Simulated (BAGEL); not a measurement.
**B3LYP/cc-pVDZ (density fitting with qzvpp-jkfit) run of GeH2F2 (difluorogermane)**

Aim: the energy change on altering one bond length of GeH2F2 (difluorogermane) at B3LYP/cc-pVDZ (density fitting with qzvpp-jkfit), from 2 runs. 

Program for the calculation: BAGEL 1.2.2.

3 further runs of the same task are left out: 2 that didn't finish, 1 set aside as unsound or not needed. Runs told in other sessions of the task aren't counted.

## (1) The molecule

GeH2F2 has 5 atoms, charge 0, and is taken as a singlet. As SMILES, `[F][GeH2][F]`. The shape is that of a PBE0-D4/def2-TZVP optimisation.

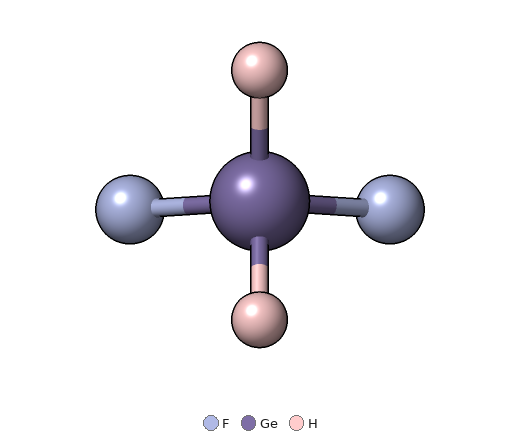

Viewed from a chosen angle; fluorine light blue, germanium purple, hydrogen pink.

## (2) The energy at B3LYP/cc-pVDZ (density fitting with qzvpp-jkfit)

Contents of job.json:

```json
{ "bagel" : [

{
  "title" : "molecule",
  "basis" : "cc-pvdz.json",
  "df_basis" : "qzvpp-jkfit",
  "angstrom" : "true",
  "geometry" : [
    { "atom" : "F", "xyz" : [   -0.572600,    0.228500,    1.525800 ] },
    { "atom" : "Ge", "xyz" : [    0.103000,   -0.071300,   -0.032200 ] },
    { "atom" : "F", "xyz" : [   -0.974500,    0.694200,   -1.139700 ] },
    { "atom" : "H", "xyz" : [    0.047300,   -1.576200,   -0.286700 ] },
    { "atom" : "H", "xyz" : [    1.446600,    0.651000,   -0.108600 ] }
  ]
},
{
  "title" : "ks",
  "xc_func" : "b3lyp",
  "charge" : 0
},
{
  "title" : "print",
  "file" : "orbitals.molden",
  "orbitals" : "true"
}

]}
```

The basis set cc-pVDZ is read from a file made from the Basis Set Exchange's data (not shown).

On the command line:

```bash
$ BAGEL_NUM_THREADS=1 BAGEL job.json > job.out
```

Output:

```text
* using 1 threads per process

  ===============================================================
  ===============================================================

  *** Geometry ***

  { "atom" : "F", "xyz" : [     -1.082057,      0.431802,      2.883344 ] },
  { "atom" : "Ge", "xyz" : [      0.194642,     -0.134737,     -0.060849 ] },
  { "atom" : "F", "xyz" : [     -1.841538,      1.311848,     -2.153721 ] },
  { "atom" : "H", "xyz" : [      0.089384,     -2.978586,     -0.541784 ] },
  { "atom" : "H", "xyz" : [      2.733678,      1.230212,     -0.205224 ] },

  Number of auxiliary basis functions:      456

  Since a DF basis is specified, we compute 2- and 3-index integrals:
    o Being stored without compression. Storage requirement is 0.015 GB

  Number of basis functions:       65
  Number of electrons      :       52

    * METHOD: MOLECULE                             0.15

  *** Kohn-Sham DFT ***

    * Removing 7184 points whose weight is below 1.00e-10
    * Grid points: 67346

  === Nuclear Repulsion ===
   222.0412925925

       - DIIS with orbital gradients will be used.

  === KS iteration (b3lyp / cc-pvdz.json) ===
      0      -2259.53967883          0.15116577           0.14
      1      -2205.51890391          0.21740963           0.14
      2      -2265.72483308          0.14176856           0.14
      3      -2275.22717331          0.05797928           0.15
      4      -2277.09180282          0.04476386           0.15
      5      -2277.92213943          0.00985877           0.15
      6      -2277.96160541          0.00323141           0.15
      7      -2277.96684293          0.00054076           0.15
      8      -2277.96695817          0.00002891           0.15
      9      -2277.96695860          0.00001209           0.15
     10      -2277.96695868          0.00000547           0.15
     11      -2277.96695869          0.00000341           0.15
     12      -2277.96695870          0.00000083           0.14
     13      -2277.96695870          0.00000006           0.14
     14      -2277.96695870          0.00000001           0.14
     15      -2277.96695870          0.00000000           0.14
    * SCF iteration converged.

    * Permanent dipole moment:
           (   -0.825943,     0.501883,     0.212291) a.u.

    * METHOD: KS                                   2.48

    * METHOD: PRINT                                0.01

  ===============================================================
```

Wall time 2.8 s (1 thread of Arm Neoverse V2, shared host); peak memory 0.26 GiB.

## (3) The distorted shape at the same level

Contents of job.json:

```json
{ "bagel" : [

{
  "title" : "molecule",
  "basis" : "cc-pvdz.json",
  "df_basis" : "qzvpp-jkfit",
  "angstrom" : "true",
  "geometry" : [
    { "atom" : "F", "xyz" : [   -0.564244,    0.454258,    1.563979 ] },
    { "atom" : "Ge", "xyz" : [    0.111356,    0.154458,    0.005979 ] },
    { "atom" : "F", "xyz" : [   -0.966144,    0.919958,   -1.101521 ] },
    { "atom" : "H", "xyz" : [    0.047300,   -1.576200,   -0.286700 ] },
    { "atom" : "H", "xyz" : [    1.454956,    0.876758,   -0.070421 ] }
  ]
},
{
  "title" : "ks",
  "xc_func" : "b3lyp"
},
{
  "title" : "print",
  "file" : "orbitals.molden",
  "orbitals" : "true"
}

]}
```

The basis set cc-pVDZ is read from a file made from the Basis Set Exchange's data (not shown).

On the command line:

```bash
$ BAGEL_NUM_THREADS=1 BAGEL job.json > job.out
```

Output:

```text
* using 1 threads per process

  ===============================================================
  ===============================================================

  *** Geometry ***

  { "atom" : "F", "xyz" : [     -1.066267,      0.858423,      2.955492 ] },
  { "atom" : "Ge", "xyz" : [      0.210432,      0.291883,      0.011299 ] },
  { "atom" : "F", "xyz" : [     -1.825748,      1.738469,     -2.081573 ] },
  { "atom" : "H", "xyz" : [      0.089384,     -2.978586,     -0.541784 ] },
  { "atom" : "H", "xyz" : [      2.749468,      1.656832,     -0.133076 ] },

  Number of auxiliary basis functions:      456

  Since a DF basis is specified, we compute 2- and 3-index integrals:
    o Being stored without compression. Storage requirement is 0.015 GB

  Number of basis functions:       65
  Number of electrons      :       52

    * METHOD: MOLECULE                             0.15

  *** Kohn-Sham DFT ***

    * Removing 7002 points whose weight is below 1.00e-10
    * Grid points: 67528

  === Nuclear Repulsion ===
   220.3458000653

       - DIIS with orbital gradients will be used.

  === KS iteration (b3lyp / cc-pvdz.json) ===
      0      -2259.63244405          0.15094479           0.14
      1      -2204.18520207          0.21400768           0.14
      2      -2265.71273164          0.14154047           0.15
      3      -2275.07159560          0.05711521           0.14
      4      -2276.94505727          0.04812195           0.15
      5      -2277.90376997          0.01056835           0.15
      6      -2277.94700073          0.00399793           0.14
      7      -2277.95535722          0.00063911           0.14
      8      -2277.95554244          0.00006465           0.15
      9      -2277.95554465          0.00002900           0.14
     10      -2277.95554508          0.00001322           0.14
     11      -2277.95554516          0.00000264           0.14
     12      -2277.95554517          0.00000193           0.15
     13      -2277.95554517          0.00000016           0.14
     14      -2277.95554517          0.00000005           0.14
     15      -2277.95554517          0.00000000           0.14
    * SCF iteration converged.

    * Permanent dipole moment:
           (   -0.830929,     0.377626,     0.191336) a.u.

    * METHOD: KS                                   2.47

    * METHOD: PRINT                                0.01

  ===============================================================
```

It took 2.8 s on 1 thread of Arm Neoverse V2, shared host; peak memory 0.26 GiB.

## (4) What came out

At B3LYP/cc-pVDZ (density fitting with qzvpp-jkfit):

```
                                                          quantity           value
                                         first shape: total energy  -2277.96696 Eh
                                        first shape: dipole moment          2.52 D
                                          first shape: HOMO energy        -9.58 eV
                                          first shape: LUMO energy         0.07 eV
                                        first shape: HOMO–LUMO gap         9.64 eV
                                     distorted shape: total energy  -2277.95555 Eh
                                    distorted shape: dipole moment          2.37 D
                                      distorted shape: HOMO energy        -9.32 eV
                                      distorted shape: LUMO energy        -0.65 eV
                                    distorted shape: HOMO–LUMO gap         8.67 eV
energy change with the Ge2–H4 bond stretched from 1.527 to 1.756 Å        0.311 eV
```

What this shows: With the Ge2–H4 bond stretched from 1.527 to 1.756 Å the energy rises by 0.31 eV (30.0 kJ/mol). The first shape isn't relaxed at this level, so the change isn't measured from a minimum.
